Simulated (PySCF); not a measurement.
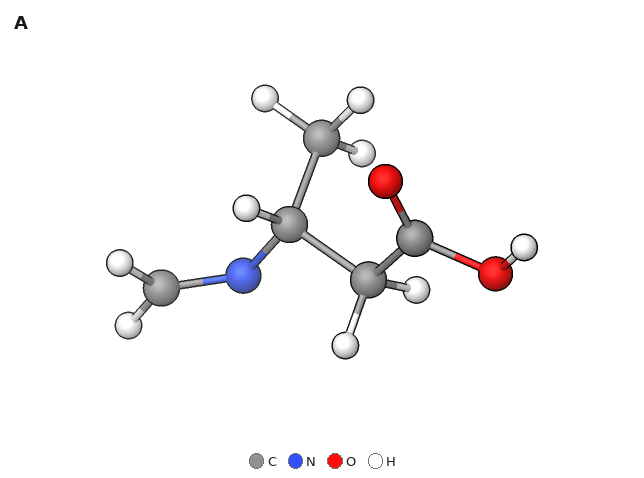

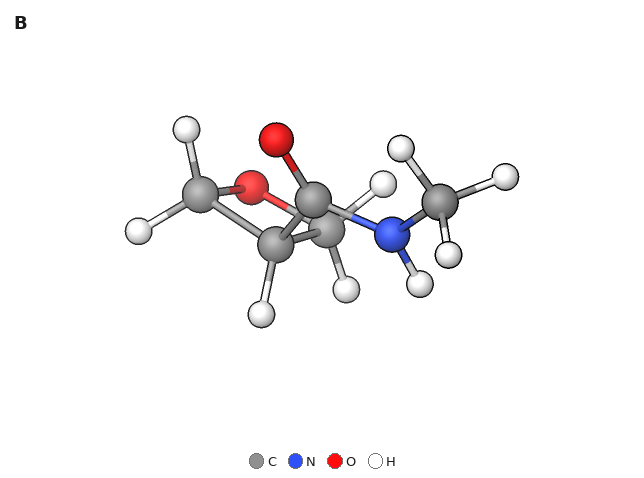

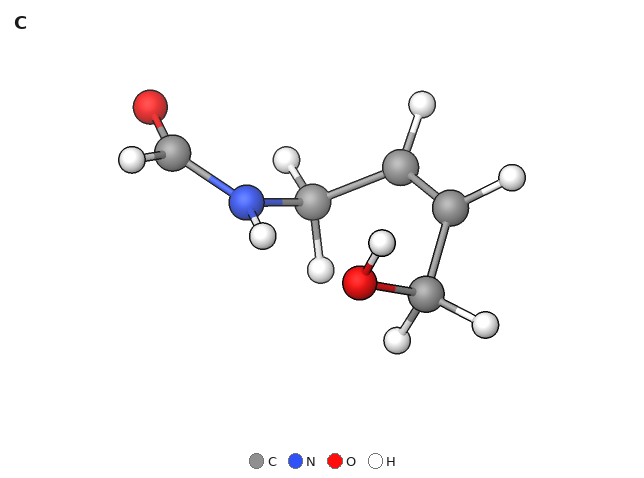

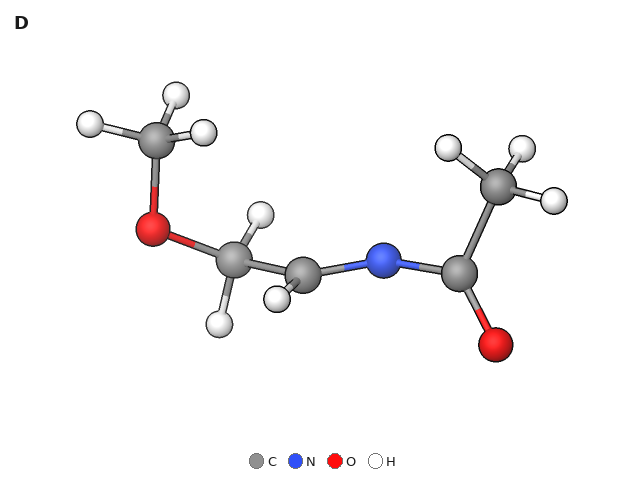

4 stationary structures of one formula. Geometries: GFN2-xTB. Electronic energies: B3LYP/def2-SVPD (PySCF 2.14.0), without zero-point energy. No frequency run is at hand to confirm each as a minimum. Each is one conformer, not always the lowest.

### Which structure is the most stable?

A is lowest; C lies 45.6 kJ/mol above it, B lies 69.9 kJ/mol above it, D lies 87.5 kJ/mol above it. A is `C=N[C@H](C)CC(=O)O`, B is `CNC(=O)C1COC1`, C is `O=CNC/C=C\CO`, D is `COC/C=N/C(C)=O`.
